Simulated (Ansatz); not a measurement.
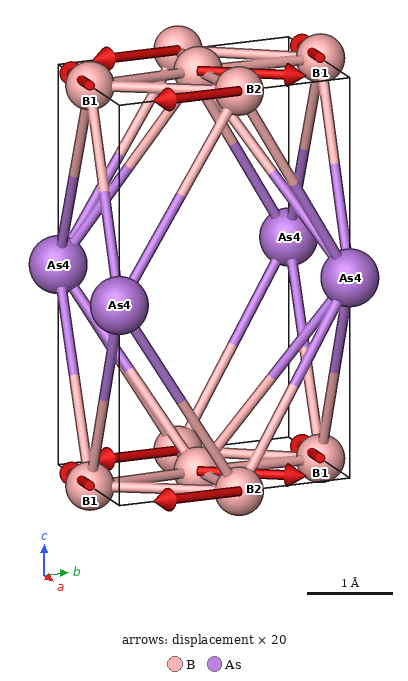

This is a relaxation of crystalline B₃As (a generated structure, set up in P-62m) (coarse preliminary run). The starting structure is drawn; red arrows show the displacements (the part carried along by the change of the cell is left out), magnified 20 times.

A ball-and-stick model of the cell of the calculation, seen slightly off an axis.

These are results of DFT PBE, scalar-relativistic, plane waves, PAW (Ansatz), not measurements. Set-up: plane-wave cutoff 420 eV; k-point mesh 6 × 6 × 4; occupations gaussian; smearing width 0.1 eV; no spin polarisation; cell and atoms relaxed; force threshold 0.04 eV/Å; at most 70 steps.

### Which element moves most?

Boron: up to 0.068 Å, against 0.000 Å for arsenic.

### What did the optimiser do to the structure, and how much energy did it gain?

Over 5 accepted moves (7 points after the start) the energy falls by 307 meV per atom. Largest force component: 0.48 eV/Å at the start, 0.00093 eV/Å at the end. The pressure goes from −22.77 to −0.16 GPa. The line search rejected the trial step at point 4 of the run. The SCF was repeated once at an unchanged geometry on a basis and grid sized afresh for the cell, which shifted the energy by 1.4 meV per atom at most. The largest moves relative to the cell, 0.068 Å, are those of B atoms. As stays in place. The drawn cell changes as follows: a = b 3.646 → 3.429 Å (−5.9 %), c 4.790 → 4.008 Å (−16.3 %); the volume changes by −26.0 %. Some distances before and after: As–B 3.054 → 2.638 Å, As–B 2.966 → 2.637 Å, B–B 1.827 → 1.715 Å. Among the angles between lasting bonds that change: B–B–B 127.9° → 120.0°, B–B–B 112.1° → 120.0°, B–B–B 172.1° → 180.0°. The space group (tolerance 0.01 Å) goes from P-62m (No. 189) to P6/mmm (No. 191). The run took 34 s on 1 thread of Intel(R) Xeon(R) Processor @ 2.50GHz (Skylake/Cascade Lake), on a shared host, peak memory 0.35 GiB.
